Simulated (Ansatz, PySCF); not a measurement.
Pulling on the Si1–F2 bond in F2H2Si (SMILES F[SiH2]F) (multiplicity 1 held, fragments rigid). Energies count from the point at 1.592 Å.
Geometry at that point (charge 0, multiplicity 1):
```xyz
5

Si     0.22395    -0.14591     0.36052
F     -0.89517    -0.95087    -0.43504
F      0.40910     1.26754    -0.34743
H      1.48977    -0.88621     0.26169
H     -0.25050     0.07882     1.73329
```

R- and RO- levels are restricted; in cc, def2 and unpolarised 6-31G sets they are followed outwards from rest. U- levels take the lowest unrestricted solution at each point, which mixes spins at long bonds. Left out are points that failed, MP2 points that dive below the minimum, coupled-cluster points behind a jump of the amplitudes or a sharp parting from full CI or MRCI, small-basis points behind a change of solution, and semi-empirical points at long bonds. Levels need not reach the same state.

Correlated levels freeze the cores. Rows in 6-31G* carry no dispersion term and start afresh at each structure (6-31G* with six Cartesian d functions).

Codes used: Ansatz (Gaussian basis) for Hartree–Fock, density functionals and correlated methods; PySCF for 6-31G* rows. 

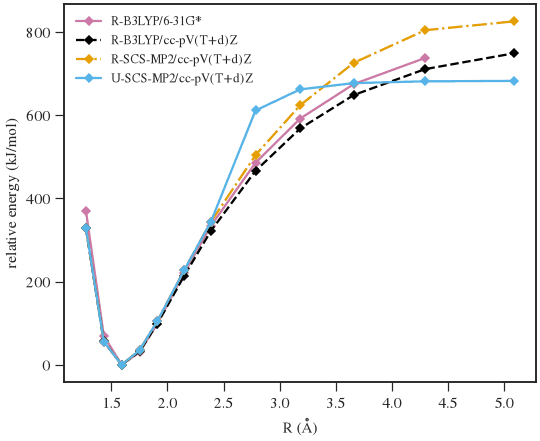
*Relative energy along the coordinate*

Doubts at one or more of the structures used: a restricted determinant that unrestricted orbitals would lower (R-B3LYP/6-31G*, R-B3LYP/cc-pV(T+d)Z, R-SCS-MP2/cc-pV(T+d)Z); a spin-contaminated determinant (U-SCS-MP2/cc-pV(T+d)Z).

Ansatz is a quantum-chemistry and plane-wave program.
